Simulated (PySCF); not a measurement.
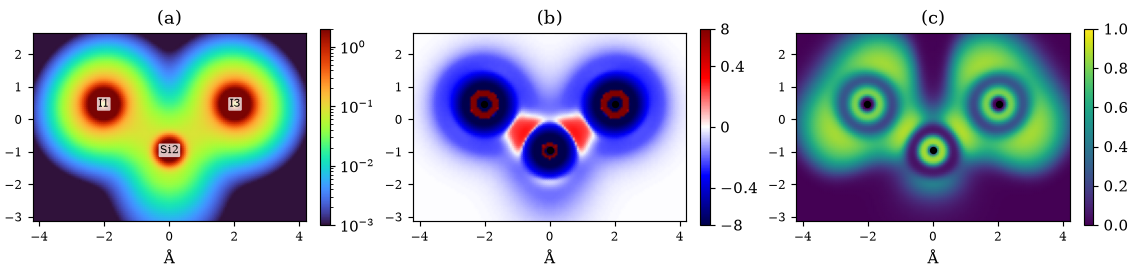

Figure. I₄Si, SMILES `I[Si](I)(I)I`. Three fields in the plane of I1, Si2 and I3. (b): red positive, blue negative.

Computed with PySCF, ωB97X/def2-TZVP, geometry: GFN2-xTB. Core potentials replace the inner electrons of I; spin–orbit coupling isn't included. No frequency check shows the geometry to be a minimum. GFN2-xTB bond lengths at metals and heavier atoms can be off by up to 0.1 Å and shapes distorted, which carries into these values.

Coordinates in Å:

```
I1      -1.3671    1.4851   -1.4268
Si2     -0.0000   -0.0004   -0.0000
I3       1.3671   -1.4851   -1.4268
I4       1.4853    1.3669    1.4268
I5      -1.4853   -1.3668    1.4268
```

The panels show, in some order, the electron density, negative Laplacian of the density (−∇²ρ) and electron localisation function (ELF). Which is which?

Answer. (a) is the electron density: it is positive everywhere and peaks at the nuclei. (b) is the negative Laplacian of the density (−∇²ρ): shells alternate in sign around each nucleus and valence concentrations outline the bonding and non-bonding pairs. (c) is the electron localisation function (ELF): it runs from 0 to 1 and is close to 1 over wide basins that fill the valence regions.
